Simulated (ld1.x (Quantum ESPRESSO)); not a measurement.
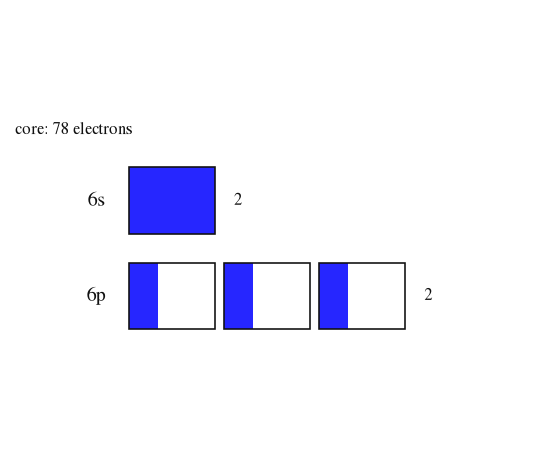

The valence shells of the reference configuration: a box for each of the 2l + 1 orbitals, shaded by the share of the shell that is filled, with the electron count at the right. The shells are those of the unaltered input.

# Pb: pseudopotential generation

Lead (Pb, Z = 82), core [Xe] 4f14 5d10, reference valence 6s2 6p2, valence charge 4. (This line and the method describe the unaltered input from which the odd one was made.) Computed at this level: TM potential, PBE, scalar-relativistic, made with ld1.x (Quantum ESPRESSO) 7.5.

### The input
```
 &input
   title='Pb', zed=82., rel=1, dft='PBE', iswitch=3, rmax=5.0,
   config='[Xe] 4f14 5d10 6s2 6p2',
   nld=2, rlderiv=2.45, eminld=-3.0, emaxld=5.0, deld=0.02
 /
 &inputp
   pseudotype=2, tm=.true., lloc=0,
   nlcc=.true.,
   file_pseudopw='Pb.UPF', file_wfcaegen='ae.wfc', file_wfcncgen='nc.wfc', file_beta='beta', file_chi='chi'
 /
2
6P  2  1   2.00   0.00  2.25  2.25  0.0
6S  1  0   2.00   0.00  2.10  2.10  0.0
 &test
   configts(1)='6s2 6p2'
 /
```

Launched with:
```bash
ld1.x < Pb.in > Pb.out
```

### Output
```
     Program LD1 v.7.5
     --------------------------- All-electron run ----------------------------

     Pb
     scalar relativistic calculation

     atomic number is 82.00
     dft =PBE   lsd =0 sic =0 latt =0  beta=0.20 tr2=1.0E-14
     Exchange-correlation= PBE
                           (   1   4   3   4   0   0   0)
     mesh =1043 r(mesh) =   5.04441 a.u. xmin = -7.00 dx = 0.01250
     1 Ry =  13.60569312 eV, c = 137.03599908

     n l     nl                  e(Ry)          e(Ha)          e(eV)
     1 0     1S 1( 2.00)     -6477.9524     -3238.9762    -88137.0324
     2 0     2S 1( 2.00)     -1158.5430      -579.2715    -15762.7807
     2 1     2P 1( 6.00)      -993.5307      -496.7653    -13517.6737
     3 0     3S 1( 2.00)      -278.0245      -139.0122     -3782.7157
     3 1     3P 1( 6.00)      -230.7218      -115.3609     -3139.1297
     4 0     4S 1( 2.00)       -62.8592       -31.4296      -855.2428
     4 1     4P 1( 6.00)       -47.3613       -23.6807      -644.3834
     3 2     3D 1(10.00)      -182.5354       -91.2677     -2483.5213
     5 0     5S 1( 2.00)       -10.4825        -5.2412      -142.6214
     5 1     5P 1( 6.00)        -6.1956        -3.0978       -84.2956
     4 2     4D 1(10.00)       -29.4395       -14.7197      -400.5444
     4 3     4F 1(14.00)        -9.6537        -4.8268      -131.3447
     5 2     5D 1(10.00)        -1.4455        -0.7227       -19.6664
     6 0     6S 1( 2.00)        -0.7883        -0.3942       -10.7255
     6 1     6P 1( 2.00)        -0.1712        -0.0856        -2.3297

     final scf error:  7.4E-15 reached in  27 iterations

     Etot =  -41763.736872 Ry,  -20881.868436 Ha, -568224.587549 eV

     Ekin =   47222.689627 Ry,   23611.344814 Ha,  642497.423512 eV
     Encl = -104302.185120 Ry,  -52151.092560 Ha,-1419103.522803 eV
     Eh   =   16088.676556 Ry,    8044.338278 Ha,  218897.595969 eV
     Exc  =    -772.917935 Ry,    -386.458967 Ha,  -10516.084227 eV

     normalization and overlap integrals

     s(1S/1S) =  1.000000  <r> =   0.0160  <r2> =    0.0004  r(max) =   0.0099
     s(2S/2S) =  1.000000  <r> =   0.0676  <r2> =    0.0054  r(max) =   0.0575
     s(2P/2P) =  1.000000  <r> =   0.0614  <r2> =    0.0046  r(max) =   0.0476
     s(3S/3S) =  1.000000  <r> =   0.1745  <r2> =    0.0348  r(max) =   0.1601
     s(3P/3P) =  1.000000  <r> =   0.1765  <r2> =    0.0361  r(max) =   0.1622
     s(4S/4S) =  1.000000  <r> =   0.3842  <r2> =    0.1665  r(max) =   0.3609
     s(4P/4P) =  1.000000  <r> =   0.4100  <r2> =    0.1909  r(max) =   0.3842
     s(3D/3D) =  1.000000  <r> =   0.1599  <r2> =    0.0299  r(max) =   0.1311
     s(5S/5S) =  1.000000  <r> =   0.8534  <r2> =    0.8160  r(max) =   0.7932
     s(5P/5P) =  1.000000  <r> =   0.9771  <r2> =    1.0771  r(max) =   0.8766
     s(4D/4D) =  1.000000  <r> =   0.4310  <r2> =    0.2143  r(max) =   0.3890
     s(4F/4F) =  1.000000  <r> =   0.4539  <r2> =    0.2467  r(max) =   0.3520
     s(5D/5D) =  1.000004  <r> =   1.3072  <r2> =    1.9932  r(max) =   1.0707
     s(6S/6S) =  1.000268  <r> =   2.2818  <r2> =    5.8323  r(max) =   1.9754
     s(6P/6P) =  1.002467  <r> =   2.9647  <r2> =    9.5968  r(max) =   2.6665

     ------------------------ End of All-electron run ------------------------

     --------------------- Generating NC pseudopotential ---------------------

      Generating local pot.: lloc=0, matching radius rcloc =   2.1000

      Computing core charge for nlcc:

       r > 1.90 : true rho core
       r < 1.90 : rho core = a sin(br)/r    a=   3.70  b=   1.41

      Integrated core pseudo-charge :   6.60

      Wfc   6P  rcut= 2.267  Using Troullier-Martins method

     ------------------- End of pseudopotential generation -------------------

     --------------------------- All-electron run ----------------------------

     Pb
     scalar relativistic calculation

     atomic number is 82.00
     dft =PBE   lsd =0 sic =0 latt =0  beta=0.20 tr2=1.0E-14
     Exchange-correlation= PBE
                           (   1   4   3   4   0   0   0)
     mesh =1043 r(mesh) =   5.04441 a.u. xmin = -7.00 dx = 0.01250
     1 Ry =  13.60569312 eV, c = 137.03599908

     n l     nl                  e(Ry)          e(Ha)          e(eV)
     1 0     1S 1( 2.00)     -6477.9524     -3238.9762    -88137.0324
     2 0     2S 1( 2.00)     -1158.5430      -579.2715    -15762.7807
     2 1     2P 1( 6.00)      -993.5307      -496.7653    -13517.6737
     3 0     3S 1( 2.00)      -278.0245      -139.0122     -3782.7157
     3 1     3P 1( 6.00)      -230.7218      -115.3609     -3139.1297
     4 0     4S 1( 2.00)       -62.8592       -31.4296      -855.2428
     4 1     4P 1( 6.00)       -47.3613       -23.6807      -644.3834
     3 2     3D 1(10.00)      -182.5354       -91.2677     -2483.5213
     5 0     5S 1( 2.00)       -10.4825        -5.2412      -142.6214
     5 1     5P 1( 6.00)        -6.1956        -3.0978       -84.2956
     4 2     4D 1(10.00)       -29.4395       -14.7197      -400.5444
     4 3     4F 1(14.00)        -9.6537        -4.8268      -131.3447
     5 2     5D 1(10.00)        -1.4455        -0.7227       -19.6664
     6 0     6S 1( 2.00)        -0.7883        -0.3942       -10.7255
     6 1     6P 1( 2.00)        -0.1712        -0.0856        -2.3297

     final scf error:  7.4E-15 reached in  27 iterations

     Etot =  -41763.736872 Ry,  -20881.868436 Ha, -568224.587549 eV

     Ekin =   47222.689627 Ry,   23611.344814 Ha,  642497.423512 eV
     Encl = -104302.185120 Ry,  -52151.092560 Ha,-1419103.522803 eV
     Eh   =   16088.676556 Ry,    8044.338278 Ha,  218897.595969 eV
     Exc  =    -772.917935 Ry,    -386.458967 Ha,  -10516.084227 eV

     normalization and overlap integrals

     s(1S/1S) =  1.000000  <r> =   0.0160  <r2> =    0.0004  r(max) =   0.0099
     s(2S/2S) =  1.000000  <r> =   0.0676  <r2> =    0.0054  r(max) =   0.0575
     s(2P/2P) =  1.000000  <r> =   0.0614  <r2> =    0.0046  r(max) =   0.0476
     s(3S/3S) =  1.000000  <r> =   0.1745  <r2> =    0.0348  r(max) =   0.1601
     s(3P/3P) =  1.000000  <r> =   0.1765  <r2> =    0.0361  r(max) =   0.1622
     s(4S/4S) =  1.000000  <r> =   0.3842  <r2> =    0.1665  r(max) =   0.3609
     s(4P/4P) =  1.000000  <r> =   0.4100  <r2> =    0.1909  r(max) =   0.3842
     s(3D/3D) =  1.000000  <r> =   0.1599  <r2> =    0.0299  r(max) =   0.1311
     s(5S/5S) =  1.000000  <r> =   0.8534  <r2> =    0.8160  r(max) =   0.7932
     s(5P/5P) =  1.000000  <r> =   0.9771  <r2> =    1.0771  r(max) =   0.8766
     s(4D/4D) =  1.000000  <r> =   0.4310  <r2> =    0.2143  r(max) =   0.3890
     s(4F/4F) =  1.000000  <r> =   0.4539  <r2> =    0.2467  r(max) =   0.3520
     s(5D/5D) =  1.000004  <r> =   1.3072  <r2> =    1.9932  r(max) =   1.0707
     s(6S/6S) =  1.000268  <r> =   2.2818  <r2> =    5.8323  r(max) =   1.9754
     s(6P/6P) =  1.002467  <r> =   2.9647  <r2> =    9.5968  r(max) =   2.6665

     ------------------------ End of All-electron run ------------------------

     Computing logarithmic derivative in   2.45850
     Computing logarithmic derivative in   2.45850
     Computing the partial wave expansion
       no projector for channel:   0
     R is outside the sphere for l=    1 j= 0.00

     ---------------------- Testing the pseudopotential ----------------------

     Pb
     scalar relativistic calculation

     atomic number is 82.00   valence charge is  4.00
     dft =PBE   lsd =0 sic =0 latt =0  beta=0.20 tr2=1.0E-14
     mesh =1043 r(mesh) =   5.04441 xmin = -7.00 dx = 0.01250

     n l     nl             e AE (Ry)        e PS (Ry)    De AE-PS (Ry)
     1 0     6S   1( 2.00)       -0.78831       -0.79406        0.00575  !
     2 1     6P   1( 2.00)       -0.17123       -0.17791        0.00667  !

     eps = 3.0E-15  iter = 12

     Etot =  -41763.736872 Ry,  -20881.868436 Ha, -568224.587549 eV
     Etotps =   -13.078311 Ry,      -6.539155 Ha,    -177.939484 eV

     Ekin =       2.285493 Ry,       1.142746 Ha,      31.095713 eV
     Encl =     -12.212192 Ry,      -6.106096 Ha,    -166.155331 eV
     Ehrt =       5.359763 Ry,       2.679881 Ha,      72.923289 eV
     Ecxc =      -8.755100 Ry,      -4.377550 Ha,    -119.119209 eV
     (Ecc =      -6.088531 Ry,      -3.044265 Ha,     -82.838684 eV)
     Epseu=       0.243726 Ry,       0.121863 Ha,       3.316055 eV

     ---------------------- End of pseudopotential test ----------------------
```

### What the run reported

- outcome: generated
- hardware: 1 CPU thread, shared host

### What is odd here

This input holds a deliberate oddity: mesh end rmax=5.0. The program ran to the end. The all-electron total energy moves by +0.088 Ry against the unaltered input (−41763.8248 Ry), a numerical error of the setting. The pseudo-atom misses the all-electron 6p level by 0.007 Ry. No test for ghost states or cutoffs was run on this potential, so its soundness isn't shown.
